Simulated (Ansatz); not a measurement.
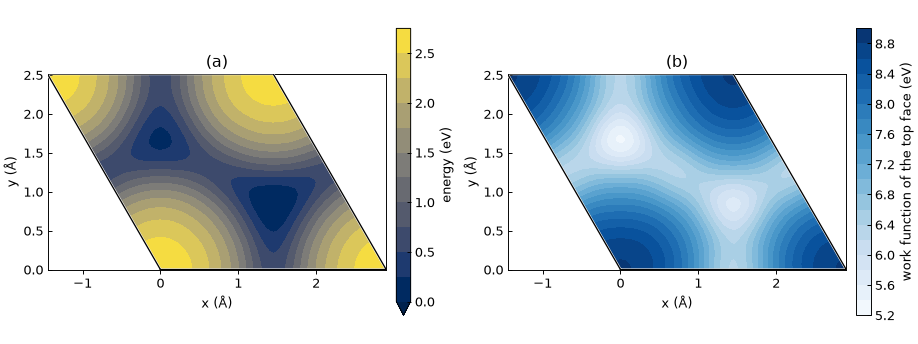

O on a Ti(001) slab cut from the P6_3/mmc phase, its upper half relaxed before the scan (4 atoms of substrate and one adsorbate in a 1 × 1 cell). O is moved over the surface cell; relaxed at each place: the height of the adsorbate's atoms; substrate rigid; the origin of the map has the adsorbate above Ti4. Places are given modulo a cell vector. The map is drawn in real space over the plane of the surface. Grid: 6 × 6 points; 10 points were computed and 26 follow by symmetry. Energies are in eV, from the lowest grid point. With one adsorbate in each 1 × 1 cell, its nearest image is 2.9 Å away, so neighbouring adsorbates interact. The runs have no spin polarisation; a magnetic state may lie lower. These are results of DFT PBEsol, scalar-relativistic, plane waves, PAW in Ansatz, not measurements. Settings: cutoff 420 eV, k-mesh 9×9×1, gaussian smearing 0.1 eV, no spin polarisation.

Panel (a) is the energy; panel (b) is the computed work function of the top face, in eV.

Drawn: filled contours, the outline of one cell of the plane. Between grid points the surface is interpolated.

### How does the work function of the top face vary over the map, and what is it at the lowest grid point?

It runs from 5.36 eV at a threefold hollow over a second-layer Ti atom, (2/6, 4/6) of the cell vectors to 8.82 eV at the top site over a surface Ti atom, (0/6, 0/6) of the cell vectors. At the lowest grid point, a threefold hollow, (4/6, 2/6) of the cell vectors, it is 5.73 eV.

PAW datasets: the set soft_1.
